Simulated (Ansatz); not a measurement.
Br2Zn (ZnBr2)

```yaml
atoms:
  - { symbol: Zn, position_ang: [-0.0026, -0.0015, 0.0000] }
  - { symbol: Br, position_ang: [-0.0153, -0.0199, 2.2243] }
  - { symbol: Br, position_ang: [0.0179, 0.0214, -2.2243] }
```

Geometry: PBE0-D4/def2-TZVP.

Computed with Ansatz 0.2.0, RKS PBE0-D4/def2-TZVP.

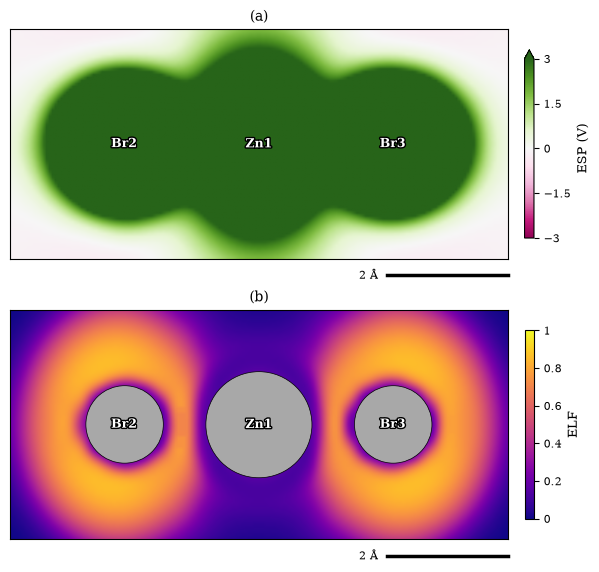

Figure 1. (a) molecular electrostatic potential; (b) electron localisation function on a plane that holds the molecular axis. Grey discs cover the atomic cores in the ELF map.

**Interpret the plot.**

The plane passes through Zn and Br nuclei.
Zn–Br (2.22 Å): the ELF peaks at about 0.70 in the valence shell of Br, 1.0 Å from its nucleus, and is about 0.55 at the midpoint.
The ELF also peaks beside Br2 and Br3, away from the bonds: lone-pair regions.
The potential has no marked negative region in this plane.

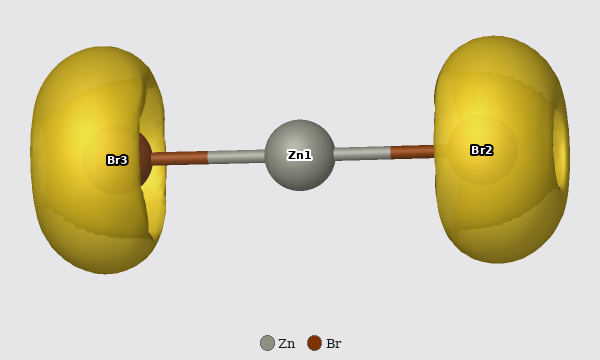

Figure 2. Isosurface of the ELF at 0.8 (yellow), seen from one side. Core shells and regions of very low density are left out.

**What do the ELF domains correspond to?**

The surface consists of two rings or bowls of non-bonding electrons around Br.

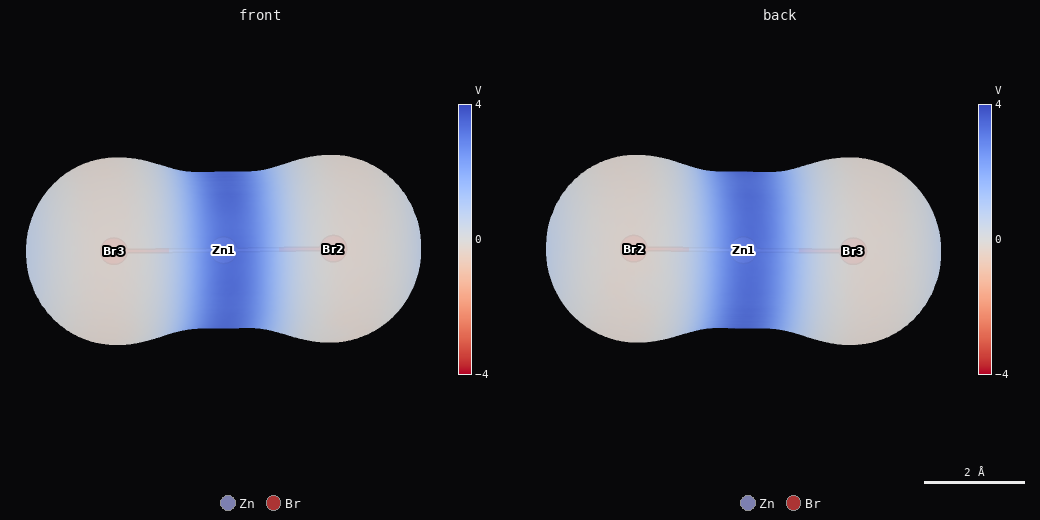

Figure 3. The electrostatic potential painted on the density surface at 0.004 e/bohr³, seen from the front and from behind; the colour scale runs from red (negative) to blue (positive).

**Which sites attract a positive test charge, and which a negative one?**

A positive charge is drawn to the negative regions and a negative charge to the positive ones. The most negative region (about −0.2 V) lies over Br2 and Br3, the most positive (about +3.3 V) over Zn1. Br2 shows a σ-hole: about +0.6 V at the tip opposite its bond, against about −0.2 V on its flanks. Br3 shows a σ-hole: about +0.6 V at the tip opposite its bond, against about −0.2 V on its flanks.
